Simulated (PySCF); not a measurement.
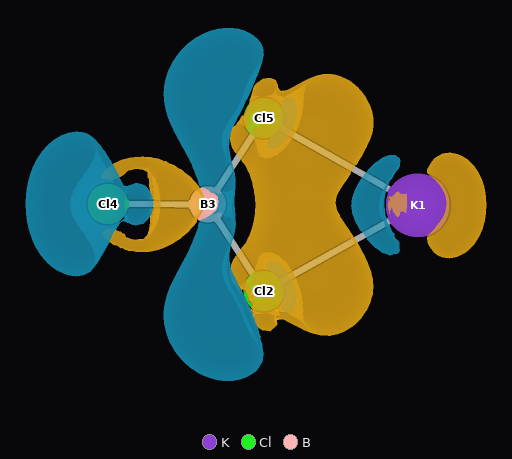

BCl₃K, charge +1, SMILES `[K+].ClB(Cl)Cl`. Density of the complex less the densities of the two fragments at the same geometry, ±0.005 e/Å³ (yellow: gain, teal: loss). Fragment A: K(+1) (atom 1); fragment B: BCl3.

Level of theory: BP86/def2-SVPD (PySCF), at a geometry from GFN2-xTB. GFN2-xTB bond lengths at metals and heavier atoms can be off by up to 0.1 Å and shapes distorted, which carries into these values.

The calculation's input:

```python
import numpy as np
from pyscf import gto, scf, dft
from pyscf.scf import atom_ks, atom_hf
from scipy.linalg import block_diag
from pyscf.dispersion import dftd3

def solve(mol, dm0=None, hcore=None):
    mf = (dft.UKS if mol.spin else dft.RKS)(mol, xc='bp86')
    mf.grids.level = 3
    mf = mf.density_fit(auxbasis='def2-universal-jkfit')
    mf.conv_tol, mf.max_cycle = 1e-8, 80
    if hcore is not None:
        mf.get_hcore = lambda *args: hcore
    mf.kernel(dm0)
    if not mf.converged:
        mf = mf.newton().run(mf.mo_coeff, mf.mo_occ, max_cycle=30)
    assert mf.converged, 'SCF not converged'
    return mf

mol = gto.M(atom='''
K     -2.58778     0.00078     0.00000
Cl    -0.00138     1.45825     0.00000
B      0.94063    -0.00099     0.00000
Cl     2.61950     0.00031     0.00000
Cl    -0.00255    -1.45914     0.00000
''', basis='def2-svpd', charge=1, spin=0, verbose=4)
mol_a = gto.M(atom='''
K     -2.58778     0.00078     0.00000
ghost-Cl    -0.00138     1.45825     0.00000
ghost-B      0.94063    -0.00099     0.00000
ghost-Cl     2.61950     0.00031     0.00000
ghost-Cl    -0.00255    -1.45914     0.00000
''', basis='def2-svpd', charge=1, spin=0, verbose=4)
mol_b = gto.M(atom='''
ghost-K     -2.58778     0.00078     0.00000
Cl    -0.00138     1.45825     0.00000
B      0.94063    -0.00099     0.00000
Cl     2.61950     0.00031     0.00000
Cl    -0.00255    -1.45914     0.00000
''', basis='def2-svpd', charge=0, spin=0, verbose=4)
ab, a, b = solve(mol), solve(mol_a), solve(mol_b)
e_int = ab.e_tot - a.e_tot - b.e_tot
print('counterpoise-corrected interaction energy / kcal/mol', e_int * 627.5095)
def disp(atoms, charge):
    m = gto.M(atom=atoms, charge=charge, basis='sto-3g', spin=None, unit='Bohr', verbose=0)
    return dftd3.DFTD3Dispersion(m, xc='bp86', version='d3bj').get_dispersion()['energy']
e_disp = disp(mol._atom, mol.charge) - disp(mol._atom[:1], mol_a.charge) - disp(mol._atom[1:], mol_b.charge)
print('D3(BJ) part / kcal/mol', e_disp * 627.5095)
# spherically averaged free atoms, for the promolecule
atm = atom_ks.get_atm_nrks(mol, xc='bp86')
pro = block_diag(*[(atm[a[0]][2] * atm[a[0]][3]) @ atm[a[0]][2].T for a in mol._atom])
np.savez('result.npz', e_int=e_int, e_disp=e_disp, dm_a=a.make_rdm1(), dm_b=b.make_rdm1(), c=ab.mo_coeff, occ=ab.mo_occ, eps=ab.mo_energy, pro=pro, d=[f.dip_moment(verbose=0) for f in (ab, a, b)])
```

Run with:

```sh
OMP_NUM_THREADS=1 python input.py
```

The run took 83 s on 1 thread of Intel(R) Xeon(R) Processor @ 2.50GHz (Skylake/Cascade Lake) (shared host), peak memory 0.47 GiB.

Partitions, critical points and surface values were worked out afterwards from this run's density.

**Which way does charge flow?**

Hirshfeld charges show 0.043 e passing from B to A. By Hirshfeld charges, electrons gather most on K1 (−0.043 e) and leave Cl4 most (+0.080 e); 0.27 e is displaced in all.

**What is the interaction energy, and which contacts carry it?**

The counterpoise-corrected interaction energy of the frozen fragments is −5.7 kcal/mol without dispersion correction and −9.1 kcal/mol with D3(BJ). D3 uses neutral-atom coefficients and tends to overbind metal cations. The pair geometry is semi-empirical, not a minimum at this level. Contacts: K1···Cl2, 2.97 Å, ρ = 0.018 a.u.; K1···Cl5, 2.97 Å, ρ = 0.018 a.u. The pose is a local one from a semi-empirical search, not shown to be the most stable.
